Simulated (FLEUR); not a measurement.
# Collinear magnetic orders of PrClO with FLEUR, part 2 of 3

A self-consistent run ends on one state, which hangs on the start. Several orders of PrClO are started in FLEUR and their energies compared.

FLEUR MaX-R8.1; LDA (VWN) with U = 6 eV on Pr f; all-electron FLAPW, Dirac cores, scalar-relativistic bands. The settings are cheaper than careful work needs.

So far. Step 2 (Start 1: ferro ++): After 21 cycles the largest moment stands at 1.99 μB.

## Step 3: Start 2: antiferro +-

Another pattern of signs weighs the neighbour shells otherwise.

File inp.xml:

```
<?xml version="1.0" encoding="UTF-8" standalone="no"?>
<fleurInput fleurInputVersion="0.39">
   <comment>
      PrClO
   </comment>
   <calculationSetup>
      <cutoffs Kmax="2.66" Gmax="8.0" GmaxXC="8.0" numbands="0"/>
      <scfLoop itmax="130" minDistance="0.0001" maxIterBroyd="15" imix="Anderson" alpha="0.05" precondParam="0.7" spinf="2.0" sdNocoIR="T"/>
      <coreElectrons ctail="T" frcor="F" kcrel="0" coretail_lmax="0"/>
      <xcFunctional name="vwn" relativisticCorrections="F"/>
      <magnetism jspins="2"/>
      <soc l_soc="F" theta="0.0" phi="0.0" spav="F"/>
      <expertModes spex="0" secvar="F"/>
      <geometryOptimization l_f="F" forcealpha="1.0" forcemix="BFGS" epsdisp="0.00001" epsforce="0.00001"/>
      <ldaU l_linMix="F" mixParam="0.05" spinf="1.0"/>
   </calculationSetup>
   <cell>
      <bzIntegration valenceElectrons="52.0" mode="hist" fermiSmearingEnergy="0.01469973">
         <kPointListSelection listName="default-1"/>
         <xi:include xmlns:xi="http://www.w3.org/2001/XInclude" href="kpts.xml"> </xi:include>
      </bzIntegration>
      <xi:include xmlns:xi="http://www.w3.org/2001/XInclude" href="sym.xml"> </xi:include>
      <bulkLattice scale="1.0">
         <bravaisMatrix>
            <row-1>    7.6552805307545997     0.0000000000000000     0.0000000000000000</row-1>
            <row-2>    0.0000000000000000     7.6552805307545997     0.0000000000000000</row-2>
            <row-3>    0.0000000000000000     0.0000000000000000    12.8690349085259985</row-3>
         </bravaisMatrix>
      </bulkLattice>
   </cell>
   <atomSpecies>
      <species name="Praseodymi2.002" element="Pr" atomicNumber="59">
         <mtSphere radius="2.79" gridPoints="923" logIncrement="0.014"/>
         <atomicCutoffs lmax="10" lnonsphr="8"/>
         <electronConfig flipSpins="F">
            <coreConfig>(1s1/2) (2s1/2) (2p1/2) (2p3/2) (3s1/2) (3p1/2) (3p3/2) (4s1/2) (3d3/2) (3d5/2) (4p1/2) (4p3/2) (4d3/2) (4d5/2)</coreConfig>
            <valenceConfig>(5s1/2) (5p1/2) (5p3/2) (6s1/2) (4f5/2) (4f7/2)</valenceConfig>
            <stateOccupation state="(4f5/2)" spinUp="0.7867142857143" spinDown="0.499"/>
            <stateOccupation state="(4f7/2)" spinUp="1.7142857142857" spinDown="0.0"/>
         </electronConfig>
         <energyParameters s="6" p="6" d="5" f="4"/>
         <ldaU l="3" U="6.0" J="0.0" l_amf="F"/>
         <lo type="SCLO" l="0" n="5" eDeriv="0"/>
         <lo type="SCLO" l="1" n="5" eDeriv="0"/>
      </species>
      <species name="Praseodymi-2.002" element="Pr" atomicNumber="59">
         <mtSphere radius="2.79" gridPoints="923" logIncrement="0.014"/>
         <atomicCutoffs lmax="10" lnonsphr="8"/>
         <electronConfig flipSpins="F">
            <coreConfig>(1s1/2) (2s1/2) (2p1/2) (2p3/2) (3s1/2) (3p1/2) (3p3/2) (4s1/2) (3d3/2) (3d5/2) (4p1/2) (4p3/2) (4d3/2) (4d5/2)</coreConfig>
            <valenceConfig>(5s1/2) (5p1/2) (5p3/2) (6s1/2) (4f5/2) (4f7/2)</valenceConfig>
            <stateOccupation state="(4f5/2)" spinUp="0.499" spinDown="0.7867142857143"/>
            <stateOccupation state="(4f7/2)" spinUp="0.0" spinDown="1.7142857142857"/>
         </electronConfig>
         <energyParameters s="6" p="6" d="5" f="4"/>
         <ldaU l="3" U="6.0" J="0.0" l_amf="F"/>
         <lo type="SCLO" l="0" n="5" eDeriv="0"/>
         <lo type="SCLO" l="1" n="5" eDeriv="0"/>
      </species>
      <species name="Chlorine (Cl)" element="Cl" atomicNumber="17">
         <mtSphere radius="2.8" gridPoints="925" logIncrement="0.013"/>
         <atomicCutoffs lmax="10" lnonsphr="8"/>
         <electronConfig flipSpins="F">
            <coreConfig>(1s1/2) (2s1/2) (2p1/2) (2p3/2)</coreConfig>
            <valenceConfig>(3s1/2) (3p1/2) (3p3/2)</valenceConfig>
            <stateOccupation state="(3p1/2)" spinUp="0.833333" spinDown="0.833333"/>
            <stateOccupation state="(3p3/2)" spinUp="1.666667" spinDown="1.666667"/>
         </electronConfig>
         <energyParameters s="3" p="3" d="3" f="4"/>
      </species>
      <species name="Oxygen (O)" element="O" atomicNumber="8">
         <mtSphere radius="1.58" gridPoints="523" logIncrement="0.02"/>
         <atomicCutoffs lmax="6" lnonsphr="4"/>
         <electronConfig flipSpins="F">
            <coreConfig>(1s1/2)</coreConfig>
            <valenceConfig>(2s1/2) (2p1/2) (2p3/2)</valenceConfig>
            <stateOccupation state="(2p1/2)" spinUp="0.666667" spinDown="0.666667"/>
            <stateOccupation state="(2p3/2)" spinUp="1.333333" spinDown="1.333333"/>
         </electronConfig>
         <energyParameters s="2" p="2" d="3" f="4"/>
      </species>
   </atomSpecies>
   <atomGroups>
      <atomGroup species="Praseodymi2.002">
         <relPos label="                   1">.0000000000 1.000/2.000 .1800000000</relPos>
         <force calculate="T" relaxXYZ="TTT"/>
      </atomGroup>
      <atomGroup species="Praseodymi-2.002">
         <relPos label="                   2">1.000/2.000 .0000000000 -.1800000000</relPos>
         <force calculate="T" relaxXYZ="TTT"/>
      </atomGroup>
      <atomGroup species="Chlorine (Cl)">
         <relPos label="                   3">.0000000000 1.000/2.000 -9.000/25.000</relPos>
         <force calculate="T" relaxXYZ="TTT"/>
      </atomGroup>
      <atomGroup species="Chlorine (Cl)">
         <relPos label="                   4">1.000/2.000 .0000000000 9.000/25.000</relPos>
         <force calculate="T" relaxXYZ="TTT"/>
      </atomGroup>
      <atomGroup species="Oxygen (O)">
         <relPos label="                   5">.0000000000 .0000000000 .0000000000</relPos>
         <relPos label="                   6">1.000/2.000 1.000/2.000 .0000000000</relPos>
         <force calculate="T" relaxXYZ="TTT"/>
      </atomGroup>
   </atomGroups>
   <output dos="F" band="F" slice="F">
      <bandDOS minEnergy="-.5*Htr" maxEnergy="0.5*Htr" sigma="0.015" storeEVData="T"/>
      <plotting iplot="0" polar="F">
         <plot TwoD="T" vec1="  1.0  0.0  0.0" vec2="  0.0  1.0  0.0" vec3="  0.0  0.0  1.0" zero="  0.0  0.0  0.0" file="plot"/>
      </plotting>
      <moessbauerParams electricFieldGradient="F" isomerShift="F" coreHyperfine="F" valenceHyperfine="F"/>
   </output>
</fleurInput>
```

File crystal.txt:

```
PrClO
&input film=F cartesian=F /
4.05100000000  0.00000000000  0.00000000000
0.00000000000  4.05100000000  0.00000000000
0.00000000000  0.00000000000  6.81000000000
1.8897261246
1.0 1.0 1.0

6
59 0.00000000000  0.50000000000  0.18000000000 : 2.002
59 0.50000000000  0.00000000000  0.82000000000 : -2.002
17 0.00000000000  0.50000000000  0.64000000000
17 0.50000000000  0.00000000000  0.36000000000
8 0.00000000000  0.00000000000  0.00000000000
8 0.50000000000  0.50000000000  0.00000000000

&kpt div1=6 div2=6 div3=6 gamma=T /
```

Run with:

```
$ OMP_NUM_THREADS=1 inpgen -f crystal.txt > inpgen.log  # inp.xml is then edited as shown
$ OMP_NUM_THREADS=1 mpirun -n 4 fleur_MPI > fleur.log
```

Log:

```text
[banner, memory and clock lines left out]
Welcome to FLEUR        (www.flapw.de)
      MaX-Release 8.1          (www.max-centre.eu)

 ========== k-point set info ==========
 Selected k-point list: default-1
 k-point list type: mesh
 6 x 6 x 6
 Number of k points: 40

 ------------Calculation Setup---------------------------
 Number of PE/node        :            4
 Number of OMP-threads    :            1
 k-points in parallel     :            4
 pe's per k-point         :            1
 No of k-point loops      :           10
 Eigenvalue solver        :       lapack
 Number of basis functions:          291
 Approximate size of matrices (H+S) per k-point:         0.003 GB
 Iteration:     1   Distance:      28.46874016 me/bohr^3
 Iteration:     2   Distance:      26.49359781 me/bohr^3
 Iteration:     3   Distance:      22.65037415 me/bohr^3
 Iteration:     4   Distance:      15.06432708 me/bohr^3
 Iteration:     5   Distance:      10.98161760 me/bohr^3
 Iteration:     6   Distance:       2.33549347 me/bohr^3
 Iteration:     7   Distance:       2.20051125 me/bohr^3
 Iteration:     8   Distance:       0.74124646 me/bohr^3
 Iteration:     9   Distance:       0.71921207 me/bohr^3
 Iteration:    10   Distance:       0.22378569 me/bohr^3
 Iteration:    11   Distance:       0.08185935 me/bohr^3
 Iteration:    12   Distance:       0.04645257 me/bohr^3
 Iteration:    13   Distance:       0.01422283 me/bohr^3
 Iteration:    14   Distance:       0.01291061 me/bohr^3
 Iteration:    15   Distance:       0.00364428 me/bohr^3
 Iteration:    16   Distance:       0.00334229 me/bohr^3
 Iteration:    17   Distance:       0.00180407 me/bohr^3
 Iteration:    18   Distance:       0.00077282 me/bohr^3
 Iteration:    19   Distance:       0.00028184 me/bohr^3
 Iteration:    20   Distance:       0.00017225 me/bohr^3
 Iteration:    21   Distance:       0.00006030 me/bohr^3

 ********************************************************************
 Run finished successfully
 Stop message:
   all done
 ********************************************************************

--- out.xml (last complete iteration) ---
<iteration numberForCurrentRun="   21" overallNumber="   21">
         [... left out ...]
         <bandgap value="4.2280855922" units="eV"/>
         <sumValenceSingleParticleEnergies value="-9.9595845418" units="Htr"/>
         <FermiEnergy value="0.2276949093" units="Htr"/>
         <valenceDensity>
            <mtCharges spin="1">
               <mtCharge atomType="1" total="6.3640463" s="1.0382782" p="2.9089756" d="0.3333510" f="2.0516851"/>
               <mtCharge atomType="2" total="4.3756362" s="1.0360744" p="2.9000036" d="0.3099643" f="0.0977837"/>
               <mtCharge atomType="3" total="3.4667463" s="0.9580237" p="2.4759084" d="0.0225694" f="0.0062938"/>
               <mtCharge atomType="4" total="3.4678557" s="0.9581053" p="2.4743439" d="0.0243941" f="0.0066885"/>
               <mtCharge atomType="5" total="2.4197426" s="0.7839731" p="1.6304488" d="0.0041160" f="0.0009827"/>
            </mtCharges>
            <mtCharges spin="2">
               <mtCharge atomType="1" total="4.3756362" s="1.0360744" p="2.9000036" d="0.3099643" f="0.0977837"/>
               <mtCharge atomType="2" total="6.3640463" s="1.0382782" p="2.9089756" d="0.3333510" f="2.0516851"/>
               <mtCharge atomType="3" total="3.4678557" s="0.9581053" p="2.4743439" d="0.0243941" f="0.0066885"/>
               <mtCharge atomType="4" total="3.4667463" s="0.9580237" p="2.4759084" d="0.0225694" f="0.0062938"/>
               <mtCharge atomType="5" total="2.4197426" s="0.7839731" p="1.6304488" d="0.0041160" f="0.0009827"/>
            </mtCharges>
            <spinDependentCharge spin="1" total="26.0000000" interstitial="3.4862303" mtSpheres="22.5137697"/>
            <spinDependentCharge spin="2" total="26.0000000" interstitial="3.4862303" mtSpheres="22.5137697"/>
            <totalCharge value="52.0000000000"/>
         </valenceDensity>
         [... left out ...]
         <magneticMomentsInMTSpheres units="muBohr">
            <globalMagMoment atomType="1" vec="0.00000   0.00000   1.98841"/>
            <localMagMoment atomType="1" vec="0.00000   0.00000   1.98841"/>
            <globalMagMoment atomType="2" vec="0.00000   0.00000  -1.98841"/>
            <localMagMoment atomType="2" vec="0.00000   0.00000  -1.98841"/>
            <globalMagMoment atomType="3" vec="0.00000   0.00000  -0.00111"/>
            <localMagMoment atomType="3" vec="0.00000   0.00000  -0.00111"/>
            <globalMagMoment atomType="4" vec="0.00000   0.00000   0.00111"/>
            <localMagMoment atomType="4" vec="0.00000   0.00000   0.00111"/>
            <globalMagMoment atomType="5" vec="0.00000   0.00000   0.00000"/>
            <localMagMoment atomType="5" vec="0.00000   0.00000   0.00000"/>
         </magneticMomentsInMTSpheres>
         [... left out ...]
         <totalEnergy value="   -19542.0454370589" units="Htr">
            <sumOfEigenvalues value="   -12000.4174047756">
               <coreElectrons value="-11990.4578202337"/>
               <valenceElectrons value="-9.9595845418"/>
            </sumOfEigenvalues>
            <densityCoulombPotentialIntegral value="-32287.1779097235"/>
            <densityEffectivePotentialIntegral value="-32936.1575470016"/>
            <chargeDenXCDenIntegral value="-489.4769364545"/>
            <FockExchangeEnergyValence value="0.0000000000"/>
            <FockExchangeEnergyCore value="0.0000000000"/>
         [... left out ...]
            <dftUCorrection value="-0.4330175097"/>
            <tkbTimesEntropy value="0.0032891932"/>
            <freeEnergy value="-19542.0487262522"/>
            <extrapolationTo0K value="-19542.0470816555"/>
         </totalEnergy>
         [... left out ...]
         <ldaUDensityMatrixConvergence>
            <distance spin="1" distance="0.000002"/>
            <distance spin="2" distance="0.000002"/>
         </ldaUDensityMatrixConvergence>
         <densityConvergence units="me/bohr^3">
            <chargeDensity spin="1" distance="0.0000316684"/>
            <chargeDensity spin="2" distance="0.0000316684"/>
            <overallChargeDensity distance="0.0000603035"/>
            <spinDensity distance="0.0000193658"/>
         </densityConvergence>
      </iteration>
```

Wall time 36 s (4 MPI ranks of Arm Neoverse V2, shared host); peak memory 0.38 GiB.

Spin moment in the muffin-tin sphere by atom:

| atom | spin moment in the muffin-tin sphere (μB) |
| --- | --- |
| Pr1 | 1.99 |
| Pr2 | -1.99 |
| Cl3 | 0.00 |
| Cl4 | 0.00 |
| O5 | 0.00 |
| O6 | 0.00 |

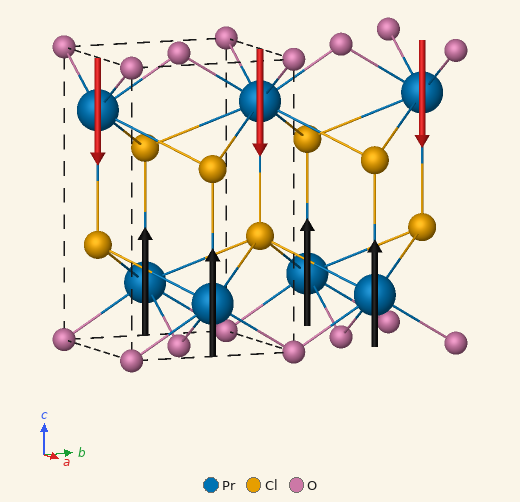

Spin moment in the muffin-tin sphere as arrows, the longest 1.99 μB. Up and down stand for the sign. Arrows give size and sign along the axis of quantisation, drawn up and down the page. The two directions have two colours. 1×2×1 cells are drawn. Some periodic images of atoms are drawn too.

This step gave:

* free energy: -531766.2359 eV
* program's band gap on this mesh (in a metal only a level spacing): 4.228 eV
* magnetization: 0 μB
* final state: antiferromagnetic

It lies 0.668 meV a seeded atom under the first start, and its largest moment is 1.99 μB against 1.99 μB.

## Step 4: Ranking

Free energies are divided by the number of seeded atoms.

Orders:

| start | final state | typed order kept | energy over the lowest (meV a seeded atom) | largest sphere moment (μB) | net moment (μB a primitive cell) | mesh matched | CPU time (s) |
| --- | --- | --- | --- | --- | --- | --- | --- |
| ferro ++ | ferromagnetic | yes | 0.6679 | 1.985 | 4.008 | yes | 89.57 |
| antiferro +- | antiferromagnetic | yes | 0 | 1.988 | 0 | yes | 143.8 |

[end of part 2 of 3]

[Logs and program files are shortened in this print: banners, set-up blocks, solver, clock and traceback lines can be left out without a mark of their own.]

[Logs are printed without paths, hosts, clocks, repeated set-up lines and the standing remarks that a program may print on its own settings, such as how far it seeks lower states.]

[Hosts, paths, dates, database ids (printed as entryN), source tags and the programs' standing remarks are cut or masked in the printed files.]

[Where a cell is said to come from a database of computed structures, the database is the Materials Project.]
